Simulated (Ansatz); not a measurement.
# Cl4MoO (MoOCl4): what the fields show

The calculation's input:

```
crystal:
  periodic: [false, false, false]
  atoms:
    - {symbol: Mo, position_ang: [0.000057, -0.000286, 0.084574]}
    - {symbol: O, position_ang: [0.001058, -0.005934, 1.748024]}
    - {symbol: Cl, position_ang: [2.245304, 0.014150, -0.458215]}
    - {symbol: Cl, position_ang: [-0.012825, 2.246364, -0.451893]}
    - {symbol: Cl, position_ang: [-2.245877, -0.011040, -0.455395]}
    - {symbol: Cl, position_ang: [0.012293, -2.243256, -0.467085]}
basis:
  gaussian: {orbitals: def2-TZVP, initial_orbitals: start.molden}
hamiltonian: {xc: pbe0, dispersion: d4}
scf: {omitted_lower_state_checks: [starts]}
output: {forces: true, orbitals: {seedname: orbitals}}
```

Launched as:

```sh
ansatz run in.yaml --threads 2 --pin off --events-out ev --progress --plain --max-ram 32768MiB --backend cpu
```

Geometry: PBE-D4/def2-SVP; core potentials replace the inner electrons of Mo; not at a stationary point (largest force 1.8 eV/Å).

These are results of RKS PBE0-D4/def2-TZVP in Ansatz, not measurements.

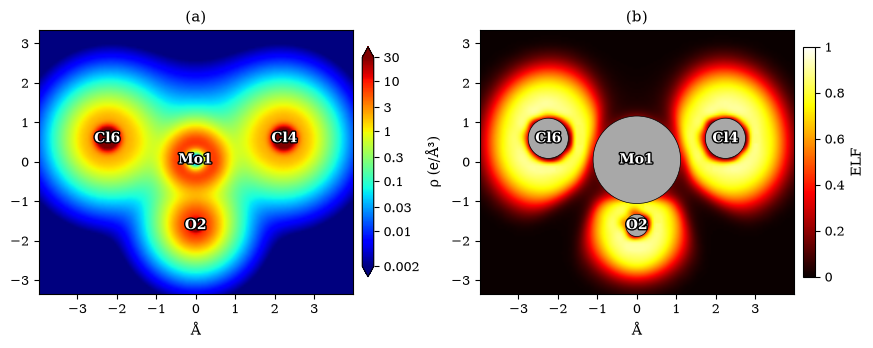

Figure 1. (a) electron density; (b) ELF on the plane of atoms O2, Mo1 and Cl4. Grey discs cover the atomic cores in the ELF map.

Interpret the plot.

Atoms in the plane: Mo, O and Cl.
Mo–O (1.66 Å): the density is about 2.1 e/Å³ at the midpoint; the ELF peaks at about 0.75 in the valence shell of O, 0.5 Å from its nucleus, and drops to about 0.40 between the two atoms.
Mo–Cl (2.31 Å): ρ at the midpoint is about 0.69 e/Å³; the ELF peaks at about 0.85 in the valence shell of Cl, 0.9 Å from its nucleus, and is about 0.40 at the midpoint.

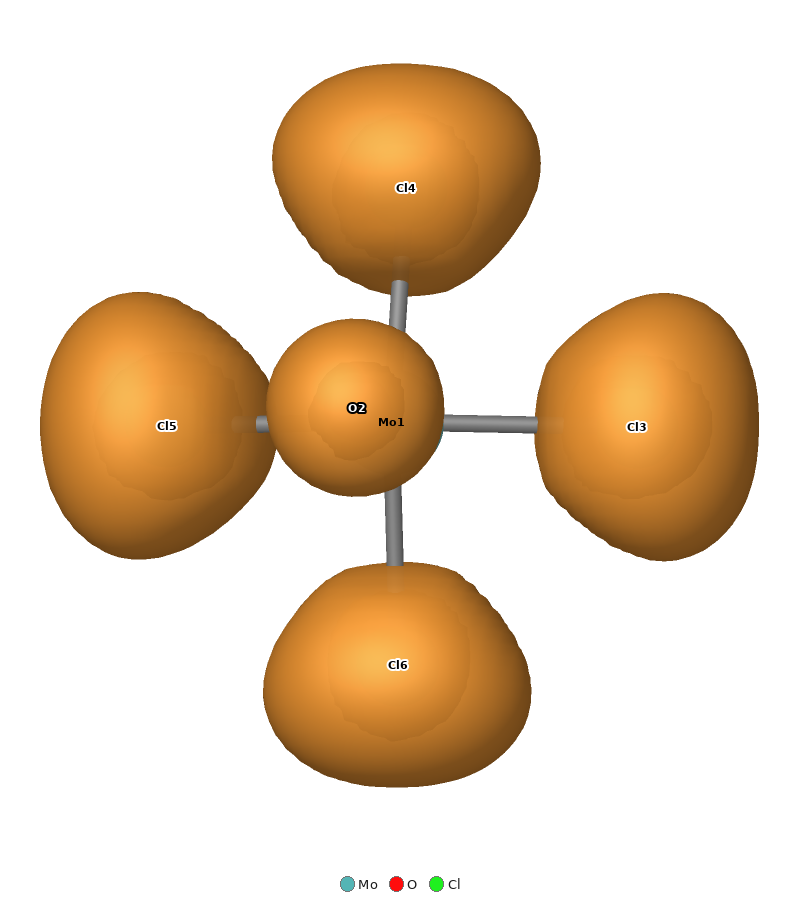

Figure 2. Isosurface of the ELF at 0.75 (orange), seen at a tilt. Core shells and regions of very low density are left out.

What do the ELF domains correspond to?

The ELF exceeds this value in four regions wrapped around Cl (the valence shell of each) and one region wrapped around O (its valence shell).

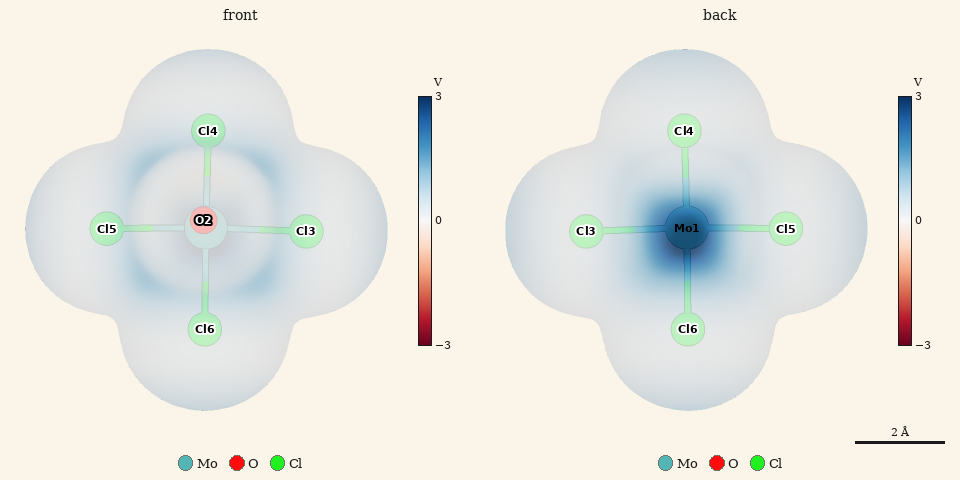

Figure 3. The electrostatic potential painted on the density surface at 0.002 e/bohr³, seen from the front and from behind; the colour scale runs from red (negative) to blue (positive).

Describe the electrostatic potential map.

The most negative region (about −0.1 V) lies over O2, the most positive (about +2.9 V) over Mo1. Cl3 shows a σ-hole: about +0.5 V at the tip opposite its bond, against about 0.0 V on its flanks. Cl4 shows a σ-hole: about +0.5 V at the tip opposite its bond, against about 0.0 V on its flanks. Cl5 shows a σ-hole: about +0.5 V at the tip opposite its bond, against about 0.0 V on its flanks. Cl6 shows a σ-hole: about +0.5 V at the tip opposite its bond, against about 0.0 V on its flanks.
